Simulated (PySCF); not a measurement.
Consider C7H6N2.

Input

```
{"job": {"kind": "uv", "xc": "PBE0", "basis": "def2-SVPD", "ip": true}, "charge": 0, "multiplicity": 1}
C     -1.887730     0.506481     0.039422
C     -1.760146    -0.900604     0.010507
C     -0.522422    -1.520201    -0.017034
C      0.604950    -0.685455    -0.014891
N      1.941211    -0.948313    -0.036528
N      2.689984     0.159904    -0.023688
C      1.855212     1.175254     0.006099
C      0.498528     0.727102     0.013954
C     -0.772949     1.326278     0.041356
H     -2.886278     0.948493     0.060567
H     -2.663733    -1.514896     0.009986
H     -0.431647    -2.608108    -0.039276
H      2.393845    -1.851219    -0.059444
H      2.235730     2.195990     0.021312
H     -0.876585     2.413522     0.063767
```

Run with:

```sh
OMP_NUM_THREADS=1 python probes_run.py task.json out
```

Geometry: PBE0-D3(BJ)/def2-SVP.

Computed with PBE0/def2-SVPD, SCF density, gas phase in PySCF.

Question: What will maps of the electron density and electron localisation function show?

Answer: C–N (1.31 Å): ρ is about 2.6 e/Å³ halfway; the ELF peaks at about 0.90 between the atoms; a covalent bond.
N–N (1.34 Å): the density is about 2.6 e/Å³ at the midpoint; the ELF peaks at about 0.90 between the atoms: localised, covalent bonding.
C–C (1.38 Å): ρ is about 2.1 e/Å³ halfway; the ELF peaks at about 0.95 between the atoms, as expected for localised, covalent bonding.
N–H (1.01 Å): the density is about 2.9 e/Å³ at the midpoint; the ELF climbs to about 1 towards the hydrogen, as it does in any bond to H; a covalent bond by its length.

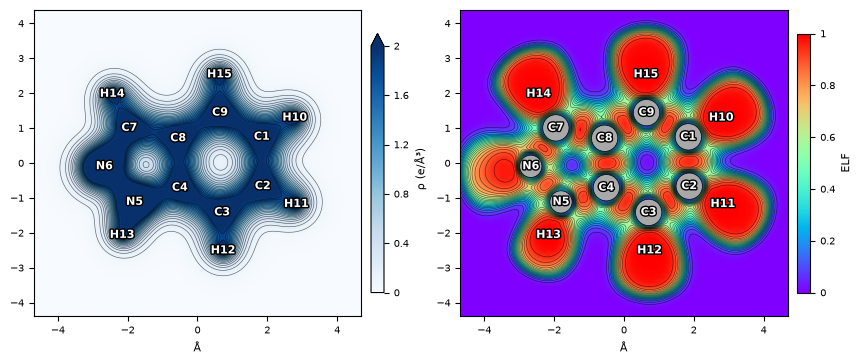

Computed electron density and electron localisation function on the molecular plane, in this order. Grey discs cover the atomic cores in the ELF map. 
